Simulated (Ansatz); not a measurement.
**CH6Ge···HF: density, localisation and related maps**

The calculation's input:

```
crystal:
  periodic: [false, false, false]
  atoms:
    - { symbol: Ge, position_ang: [0.151083, -0.359044, -0.554822] }
    - { symbol: F, position_ang: [0.771899, 0.58237, 2.105906] }
    - { symbol: H, position_ang: [1.671713, -0.076953, -0.559265] }
    - { symbol: C, position_ang: [-0.927488, 1.275764, -0.429292] }
    - { symbol: H, position_ang: [-2.005164, 1.027985, -0.399468] }
    - { symbol: H, position_ang: [-0.650492, 1.811358, 0.496263] }
    - { symbol: H, position_ang: [-0.744725, 1.922995, -1.307758] }
    - { symbol: H, position_ang: [-0.20944, -1.141674, -1.85146] }
    - { symbol: H, position_ang: [-0.185703, -1.33258, 0.611281] }
    - { symbol: H, position_ang: [0.332617, -0.235021, 2.017016] }
basis:
  gaussian: { orbitals: def2-SVP }
hamiltonian:
  xc: pbe
relax:
  f_tol: 0.03
  max_steps: 50
output:
  orbitals: {}
```

Launched as:

```sh
ansatz run input.yaml --threads 2 --pin off --max-ram 3072MiB --backend cpu --events-out ev --progress --plain --runs-dir out
```

The fields are those of the run's last geometry, not of the input's.

Computed with Ansatz 0.2.0, RKS PBE/def2-SVP.

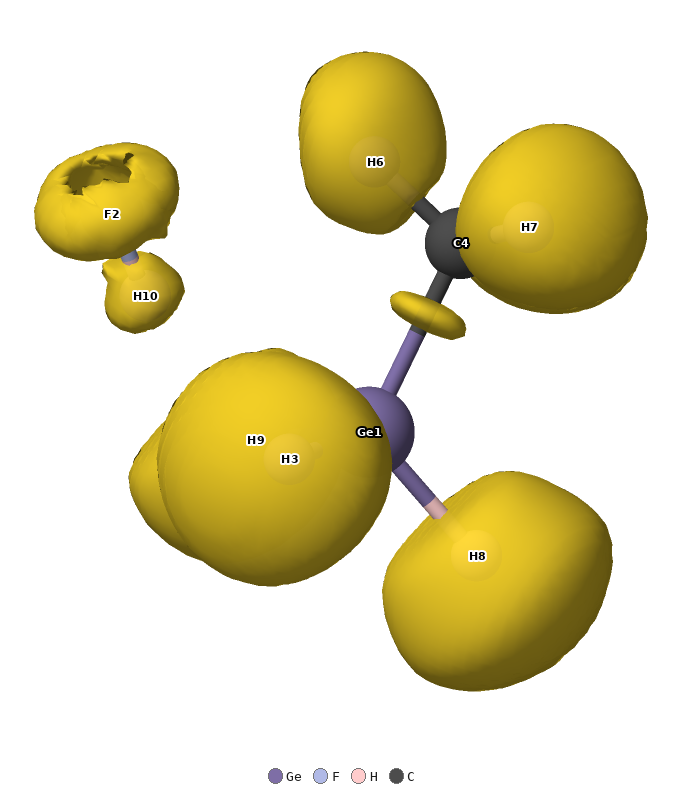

Figure 1. Isosurface of the ELF at 0.85 (yellow), seen at a tilt. Only the valence region is drawn (cores and ρ < 0.01 e/Å³ removed).

What do the ELF domains correspond to?

The surface consists of seven regions around hydrogen nuclei, one lobe of the valence shell of C pointing towards Ge (polar bonds) and one region wrapped around F (its valence shell).


H9···H10 (1.72 Å): the ELF dips to about 0.15 between them. C–Ge (1.96 Å): the ELF peaks at about 0.90 in the valence shell of C, 0.7 Å from its nucleus, and is about 0.70 at the midpoint.

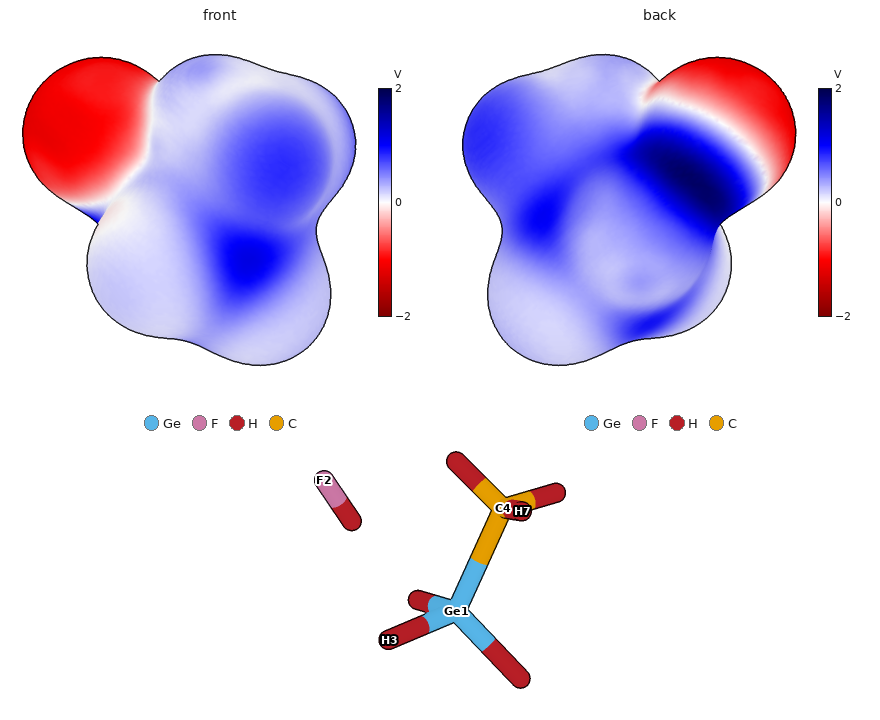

Figure 2. The molecular electrostatic potential painted on the density surface at 0.002 e/bohr³, seen from the front and from behind; the colour scale runs from red (negative) to blue (positive). The bare structure is drawn below in the same view.

Where is the surface potential most negative and most positive?

The most negative region (about −1.1 V, or −25 kcal/mol for a unit charge) lies over F2, the most positive (about +1.8 V, or +42 kcal/mol for a unit charge) over H10.

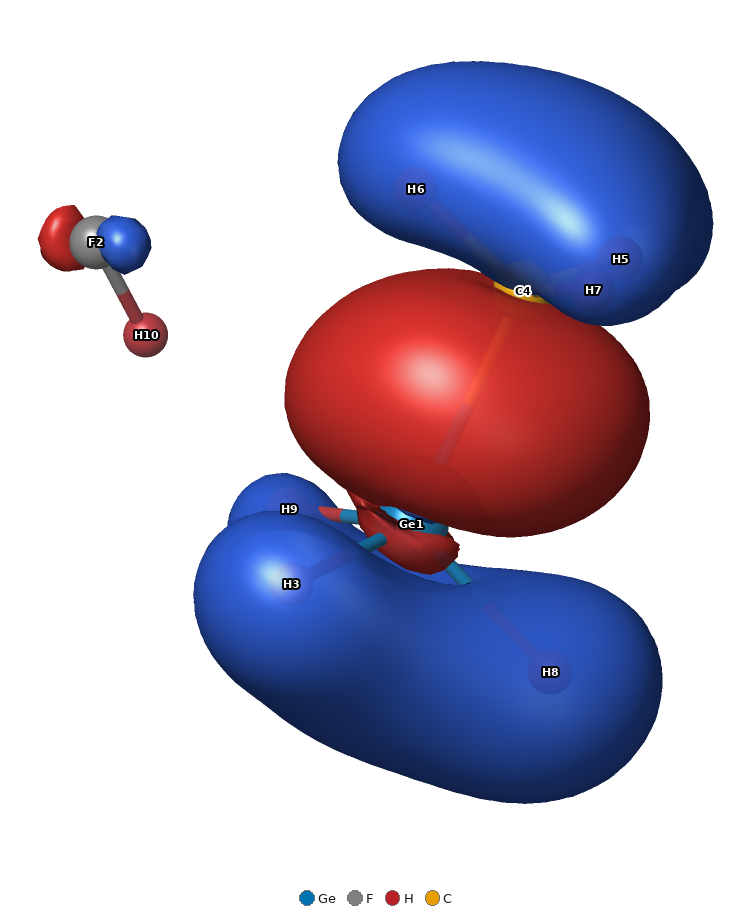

Figure 3. The HOMO at ±0.08 Å⁻³ᐟ² (red and blue are the two phases), seen at a tilt.

What is the character of this orbital?

By Hirshfeld shares it lies mainly on C4 (about 40 %), Ge1 (about 30 %) and H8 (about 10 %). Its energy is −7.85 eV.
